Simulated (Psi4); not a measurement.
# SiCl2 (SMILES Cl[Si]Cl): B97-2/def2-QZVPP (DKH2, density fitting)

Aim: the vertical ionisation energy of SiCl2 at B97-2/def2-QZVPP (DKH2, density fitting), from 2 runs. 

The results are computed with Psi4 1.11.

1 further run of the same task is left out (set aside as unsound or not needed).

## Step 1: Starting point

The species is SiCl2 (3 atoms), meant as a singlet with charge 0. As SMILES, `Cl[Si]Cl`. The coordinates come from a PBE0-D4/def2-TZVP relaxation.

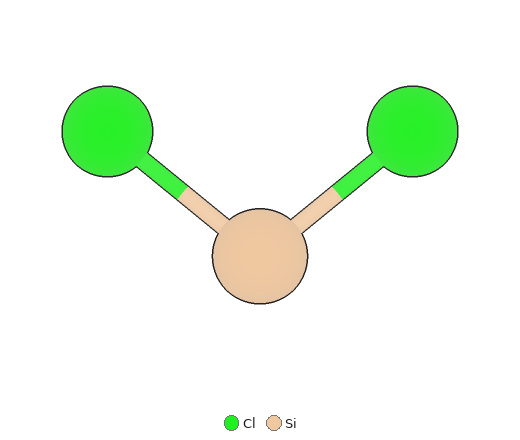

Viewed from a chosen angle; chlorine green, silicon light orange.

## Step 2: The charge distribution at B97-2/def2-QZVPP (DKH2, density fitting)

Input file calc.py:

```python
import psi4

psi4.set_memory('1600 MB')
psi4.set_num_threads(1)
psi4.core.set_output_file('output.dat', False)

geom = psi4.geometry("""
0 1
Cl
Si 1 2.077288
Cl 2 2.077363 1 101.28796
""")

psi4.set_options({
    'basis': 'def2-QZVPP',
    'reference': 'rks',
    'scf_type': 'df',
    'relativistic': 'dkh',
    'dkh_order': 2,
})

E, wfn = psi4.energy("b97-2", return_wfn=True)
psi4.oeprop(wfn, "NO_OCCUPATIONS", "ESP_AT_NUCLEI", title="B97-2")
print(f'total energy {E:.8f} hartree = {E * 27.211386:.5f} eV')
for k, v in sorted(psi4.core.scalar_variables().items()):
    print(f'{k:45s} {v:18.10f}')
```

Command:

```console
python calc.py
```

output.dat:

```text
[...]
  Running in cs symmetry.
[...]
  Nuclear repulsion =  168.862010286718430
[...]
  Multiplicity = 1
[...]
  Nalpha       = 24
  Nbeta        = 24
[...]
    Number of basis functions: 210
[...]
   @DF-RKS iter   1: -1213.15895670514783   -4.23395e-01   4.12775e-03 DIIS/ADIIS
[...]
   @DF-RKS iter   8: -1213.22977881059046   -2.84290e-08   2.42803e-07 DIIS
[...]
    Orbital Energies [Eh]
    ---------------------
    Doubly Occupied:
       1Ap  -101.833349     2Ap  -101.833341     3Ap   -66.322186
       4Ap    -9.566814     5Ap    -9.566805     6Ap    -7.258847
       7Ap    -7.258838     1App   -7.256268     2App   -7.256258
       8Ap    -7.254529     9Ap    -7.254520    10Ap    -5.404293
       3App   -3.728717    11Ap    -3.725404    12Ap    -3.722580
      13Ap    -0.863246    14Ap    -0.838033    15Ap    -0.518045
      16Ap    -0.416504    17Ap    -0.379144     4App   -0.375233
       5App   -0.346655    18Ap    -0.329827    19Ap    -0.277965
[...]
  @DF-RKS Final Energy: -1213.22977881059046
   => Energetics <=
    Nuclear Repulsion Energy =            168.8620102867184301
    One-Electron Energy =               -2013.6291862533203130
    Two-Electron Energy =                 693.5315830651377382
    DFT Exchange-Correlation Energy =     -61.9941859091263652
    Empirical Dispersion Energy =           0.0000000000000000
    VV10 Nonlocal Energy =                  0.0000000000000000
    Total Energy =                      -1213.2297788105904601
[...]
 Multipole Moments:
 ------------------------------------------------------------------------------------
     Multipole            Electronic (a.u.)      Nuclear  (a.u.)        Total (a.u.)
 ------------------------------------------------------------------------------------
 L = 1.  Multiply by 2.5417464519 to convert [e a0] to [Debye]
 Dipole X            :          0.2702873           -0.5487153           -0.2784279
 Dipole Y            :          0.2218198           -0.4499947           -0.2281749
 Dipole Z            :          0.0000000            0.0000000            0.0000000
 Magnitude           :                                                    0.3599804
[...]
```

Standard output:

```text
total energy -1213.22977881 hartree = -33013.66382 eV
CURRENT ENERGY                                  -1213.2297788106
CURRENT REFERENCE ENERGY                        -1213.2297788106
DD SOLVATION ENERGY                                 0.0000000000
DFT FUNCTIONAL TOTAL ENERGY                     -1213.2297788106
DFT TOTAL ENERGY                                -1213.2297788106
DFT VV10 ENERGY                                     0.0000000000
DFT XC ENERGY                                     -61.9941859091
ESP AT CENTER 1                                   -64.9749165190
ESP AT CENTER 2                                   -49.5098382501
ESP AT CENTER 3                                   -64.9749245088
GRID ELECTRONS ALPHA                               23.9999989917
GRID ELECTRONS BETA                                23.9999989917
GRID ELECTRONS TOTAL                               47.9999979834
NUCLEAR REPULSION ENERGY                          168.8620102867
ONE-ELECTRON ENERGY                             -2013.6291862533
PCM POLARIZATION ENERGY                             0.0000000000
PE ENERGY                                           0.0000000000
SCF ITERATION ENERGY                            -1213.2297788106
SCF ITERATIONS                                      8.0000000000
SCF TOTAL ENERGY                                -1213.2297788106
TWO-ELECTRON ENERGY                               693.5315830651
XC GRID RADIAL POINTS                              75.0000000000
XC GRID SPHERICAL POINTS                          302.0000000000
XC GRID TOTAL POINTS                            64612.0000000000
```

Wall time 11 s (1 thread of Intel Xeon Platinum 8488C (Sapphire Rapids), shared host); peak memory 0.65 GiB.

## Step 3: The doublet cation, same level

Input file calc.in:

```
memory 1600 mb

molecule {
  1 2
  Cl     0.293800     1.603800     0.338000
  Si    -0.770100    -0.010400    -0.422000
  Cl     0.476300    -1.593400     0.084000
}

set reference uks
set scf_type df
set relativistic dkh
set dkh_order 2

result, w = energy("b97-2/def2-QZVPP", return_wfn=True)
oeprop(w, "NO_OCCUPATIONS", "ESP_AT_NUCLEI", title="B97-2")
```

Command:

```console
psi4 -i calc.in -o calc.out -n 1
```

calc.out:

```text
[...]
  Running in cs symmetry.
[...]
  Nuclear repulsion =  168.862006344462941
[...]
  Multiplicity = 2
[...]
  Nalpha       = 24
  Nbeta        = 23
[...]
    Number of basis functions: 210
[...]
   @DF-UKS iter   1: -1212.80665597500456   -7.12483e-02   3.74931e-03 DIIS/ADIIS
[...]
   @DF-UKS iter   9: -1212.86613935303694   -1.07852e-07   4.37520e-07 DIIS
[...]
   @S^2 Observed:                7.551918626E-01
[...]
    Orbital Energies [Eh]
    ---------------------
    Alpha Occupied:
       1Ap  -102.086519     2Ap  -102.086501     3Ap   -66.626095
       4Ap    -9.816315     5Ap    -9.816300     6Ap    -7.512475
       7Ap    -7.512460     1App   -7.504476     2App   -7.504460
       8Ap    -7.503460     9Ap    -7.503444    10Ap    -5.702812
       3App   -4.027914    11Ap    -4.024658    12Ap    -4.022439
      13Ap    -1.104646    14Ap    -1.078517    15Ap    -0.771415
      16Ap    -0.660354    17Ap    -0.617034     4App   -0.603753
       5App   -0.572872    18Ap    -0.558525    19Ap    -0.552346
    Alpha Virtual:
       6App   -0.354854    20Ap    -0.250048    21Ap    -0.227555
[...]
  @DF-UKS Final Energy: -1212.86613935303694
   => Energetics <=
    Nuclear Repulsion Energy =            168.8620063444629409
    One-Electron Energy =               -2001.4061757164099618
    Two-Electron Energy =                 681.4151610618413315
    DFT Exchange-Correlation Energy =     -61.7371310429313880
    Empirical Dispersion Energy =           0.0000000000000000
    VV10 Nonlocal Energy =                  0.0000000000000000
    Total Energy =                      -1212.8661393530371697
[...]
 Multipole Moments:
 ------------------------------------------------------------------------------------
     Multipole            Electronic (a.u.)      Nuclear  (a.u.)        Total (a.u.)
 ------------------------------------------------------------------------------------
 L = 1.  Multiply by 2.5417464519 to convert [e a0] to [Debye]
 Dipole X            :         -0.5052913           -0.7095860           -1.2148773
 Dipole Y            :         -0.0060079           -0.0084433           -0.0144511
 Dipole Z            :          0.0000000            0.0000000            0.0000000
 Magnitude           :                                                    1.2149633
[...]
```

Run time: 16 s. Hardware: 1 thread of Intel Xeon Platinum 8488C (Sapphire Rapids), shared host; peak memory 0.66 GiB.

## Step 4: What came out

At B97-2/def2-QZVPP (DKH2, density fitting):

| quantity | value |
| --- | --- |
| singlet SiCl2: total energy | -1213.22978 Eh |
| singlet SiCl2: dipole moment | 0.91 D |
| singlet SiCl2: HOMO energy | -7.56 eV |
| singlet SiCl2: LUMO energy | -2.92 eV |
| singlet SiCl2: HOMO–LUMO gap | 4.65 eV |
| doublet cation: total energy | -1212.86614 Eh |
| doublet cation: HOMO energy (highest over α and β) | -15.00 eV |
| doublet cation: LUMO energy (lowest over α and β) | -12.28 eV |
| doublet cation: ⟨S²⟩ | 0.755 |
| vertical ionisation energy (to the doublet cation) | 9.895 eV |

What this shows: The vertical ionisation energy comes to 9.90 eV (955 kJ/mol). −ε(HOMO) before ionisation, 7.56 eV, is 2.33 eV below this ionisation energy.
